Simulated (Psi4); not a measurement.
**P2H2 (phosphanylidenephosphane) at PBE0/cc-pVDZ (sweep point 1)**

Aim: the vertical electron affinity of P2H2 (phosphanylidenephosphane) at PBE0/cc-pVDZ (sweep point 1), from 2 runs. 

Program for the calculation: Psi4 1.11.

## 1. Starting point

P2H2 has 4 atoms, charge 0, and is taken as a singlet. As SMILES, `[H]/P=P/[H]`. Geometry: relaxed at GFN2-xTB.

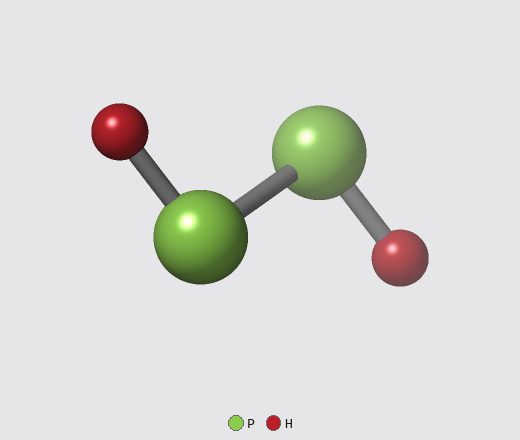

The structure, seen from a chosen angle (phosphorus green, hydrogen red).

## 2. A single-point energy at PBE0/cc-pVDZ (sweep point 1)

calc.py reads:

```python
import psi4

psi4.set_memory(1600000000)
psi4.set_num_threads(1)
psi4.core.set_output_file('psi4.out', False)

mol = psi4.geometry("""
0 1
P     -0.04605263    -1.89658583     0.16695730
P      0.04614711     1.89641576    -0.16678723
H      1.96013732    -2.01741492     1.89600002
H     -1.96023181     2.01758499    -1.89617009
units au
symmetry c1
""")

options = {'basis': 'cc-pVDZ', 'puream': True, 'scf_type': 'pk', 'dft_radial_points': 99, 'dft_spherical_points': 590}
psi4.set_options(options)

energy_value, wavefunction = psi4.energy('pbe0', return_wfn=True)
print(f'total energy {energy_value:.8f} hartree = {energy_value * 27.211386:.5f} eV')
```

The run is started by

```
$ python calc.py
```

psi4.out:

```text
[...]
  Running in c1 symmetry.
[...]
  Nuclear repulsion =   76.759456443578571
[...]
  Multiplicity = 1
[...]
  Nalpha       = 16
  Nbeta        = 16
[...]
    Number of basis functions: 46
[...]
   @RKS iter   1:  -683.58657087642371   -2.30454e-01   4.54235e-03 ADIIS/DIIS
[...]
   @RKS iter   7:  -683.61828228922946   -2.47258e-08   7.59543e-07 DIIS
[...]
    Orbital Energies [Eh]
    ---------------------
    Doubly Occupied:
       1A    -77.243593     2A    -77.243579     3A     -6.630223
       4A     -6.630074     5A     -4.766264     6A     -4.766169
       7A     -4.764978     8A     -4.764508     9A     -4.762096
      10A     -4.761582    11A     -0.714543    12A     -0.562782
      13A     -0.374109    14A     -0.370846    15A     -0.287202
      16A     -0.269092
[...]
  @RKS Final Energy:  -683.61828228922946
   => Energetics <=
    Nuclear Repulsion Energy =             76.7594564435785713
    One-Electron Energy =               -1097.8328930319430583
    Two-Electron Energy =                 372.9139052426433523
    DFT Exchange-Correlation Energy =     -35.4587509435083277
    Empirical Dispersion Energy =           0.0000000000000000
    VV10 Nonlocal Energy =                  0.0000000000000000
    Total Energy =                       -683.6182822892295690
[...]
 Multipole Moments:
 ------------------------------------------------------------------------------------
     Multipole            Electronic (a.u.)      Nuclear  (a.u.)        Total (a.u.)
 ------------------------------------------------------------------------------------
 L = 1.  Multiply by 2.5417464519 to convert [e a0] to [Debye]
 Dipole X            :          0.0001405           -0.0000937            0.0000468
 Dipole Y            :         -0.0001998            0.0001686           -0.0000311
 Dipole Z            :          0.0002110           -0.0001686            0.0000424
 Magnitude           :                                                    0.0000704
[...]
```

The script printed:

```text
total energy -683.61828229 hartree = -18602.20096 eV
```

It took 3.6 s on 1 thread of AMD EPYC 9R45 (Zen 5), shared host; peak memory 0.59 GiB.

## 3. The doublet anion

h2p2.py reads:

```python
import psi4

psi4.set_memory(1600000000)
psi4.set_num_threads(1)
psi4.set_output_file('h2p2.out', False)

mol = psi4.geometry("""
-1 2
P     -0.04605263    -1.89658583     0.16695730
P      0.04614711     1.89641576    -0.16678723
H      1.96013732    -2.01741492     1.89600002
H     -1.96023181     2.01758499    -1.89617009
units bohr
symmetry c1
""")

psi4.set_options({
    'basis': 'cc-pVDZ',
    'reference': 'uks',
    'puream': True,
    'scf_type': 'pk',
    'dft_radial_points': 99,
    'dft_spherical_points': 590,
    'maxiter': 150,
})

e_tot = psi4.energy("pbe0")
print(f'total energy {e_tot:.8f} hartree = {e_tot * 27.211386:.5f} eV')
```

The run is started by

```
$ python h2p2.py
```

h2p2.out:

```text
[...]
  Running in c1 symmetry.
[...]
  Nuclear repulsion =   76.759456443578571
[...]
  Multiplicity = 2
[...]
  Nalpha       = 17
  Nbeta        = 16
[...]
    Number of basis functions: 46
[...]
   @UKS iter   1:  -683.52805413654983   -1.71937e-01   8.07501e-03 ADIIS/DIIS
[...]
   @UKS iter   7:  -683.63923532930175   -3.96070e-08   8.74713e-07 DIIS
[...]
   @S^2 Observed:                7.543739017E-01
[...]
    Orbital Energies [Eh]
    ---------------------
    Alpha Occupied:
       1A    -76.973873     2A    -76.973853     3A     -6.361607
       4A     -6.361472     5A     -4.497750     6A     -4.497406
       7A     -4.496824     8A     -4.496734     9A     -4.494982
      10A     -4.494338    11A     -0.466408    12A     -0.324625
      13A     -0.136892    14A     -0.131238    15A     -0.061421
      16A     -0.032613    17A      0.061613
    Alpha Virtual:
      18A      0.246994    19A      0.270617    20A      0.281425
      21A      0.500944    22A      0.535732    23A      0.541193
      24A      0.578938    25A      0.581122    26A      0.640956
[...]
  @UKS Final Energy:  -683.63923532930175
   => Energetics <=
    Nuclear Repulsion Energy =             76.7594564435785713
    One-Electron Energy =               -1106.1213012642128888
    Two-Electron Energy =                 381.4051036367702068
    DFT Exchange-Correlation Energy =     -35.6824941454375519
    Empirical Dispersion Energy =           0.0000000000000000
    VV10 Nonlocal Energy =                  0.0000000000000000
    Total Energy =                       -683.6392353293016413
[...]
 Multipole Moments:
 ------------------------------------------------------------------------------------
     Multipole            Electronic (a.u.)      Nuclear  (a.u.)        Total (a.u.)
 ------------------------------------------------------------------------------------
 L = 1.  Multiply by 2.5417464519 to convert [e a0] to [Debye]
 Dipole X            :          0.0002203           -0.0000937            0.0001267
 Dipole Y            :         -0.0002695            0.0001686           -0.0001009
 Dipole Z            :          0.0002858           -0.0001686            0.0001172
 Magnitude           :                                                    0.0001999
[...]
```

The script printed:

```text
total energy -683.63923533 hartree = -18602.77112 eV
```

Run time: 4.8 s. Hardware: 1 thread of AMD EPYC 9R45 (Zen 5), shared host; peak memory 0.59 GiB.

## 4. Outcome

At PBE0/cc-pVDZ (sweep point 1):

| quantity | value |
| --- | --- |
| singlet P2H2: total energy | -683.61828 Eh |
| singlet P2H2: dipole moment | 0.00 D |
| singlet P2H2: HOMO energy | -7.32 eV |
| singlet P2H2: LUMO energy | -2.79 eV |
| singlet P2H2: HOMO–LUMO gap | 4.53 eV |
| doublet anion: total energy | -683.63924 Eh |
| doublet anion: HOMO energy (highest over α and β) | 1.68 eV |
| doublet anion: LUMO energy (lowest over α and β) | 4.47 eV |
| doublet anion: ⟨S²⟩ | 0.754 |
| vertical electron affinity (to the doublet anion) | 0.570 eV |

In words: At fixed nuclei the extra electron is bound by 0.57 eV (13.1 kcal/mol). The basis has no diffuse functions, so the error can be as large as this value. The HOMO (doublet anion) lies at positive energy, 1.68 eV; only total energies tell whether the electron is bound.
